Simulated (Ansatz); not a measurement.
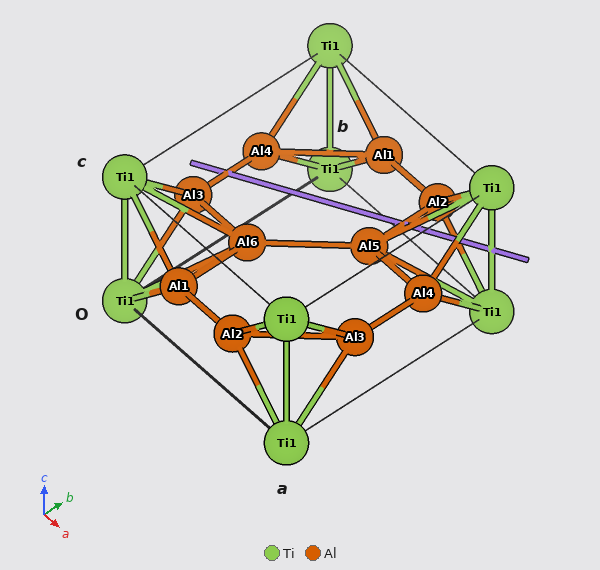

For TiAl6, the end point of a relaxation with DFT PBE, scalar-relativistic, plane waves, PAW (Ansatz 0.2.0); the starting structure was generated, so it need not be a known form of this composition: the coloured rod is the axis of a symmetry operation of the crystal. Geometry calculated from the standardised cell; symmetry tolerance 0.002 Å.

a = 7.677 Å, b = 7.677 Å, c = 2.860 Å, α = 90.00°, β = 90.00°, γ = 120.00°.

```
atom       x       y       z
 Ti1  0.0000  0.0000  0.0000
 Al1  0.3338  0.0000  0.5000
 Al2  0.6662  0.0000  0.5000
 Al3  0.0000  0.3338  0.5000
 Al4  0.0000  0.6662  0.5000
 Al5  0.6662  0.6662  0.5000
 Al6  0.3338  0.3338  0.5000
```

Take the operation x, y, z → x, x−y+1, −z+1.

What kind of operation is it, and where does it lie?

It is a 2-fold rotation, about the line along [2 1 0] through (0.400, 0.700, 1/2).

Onto which atom does it carry each atom (up to whole multiples of a, b and c)?

Ti1 → Ti1, Al1 → Al6, Al2 → Al5, Al3 → Al4, Al4 → Al3, Al5 → Al2, Al6 → Al1.
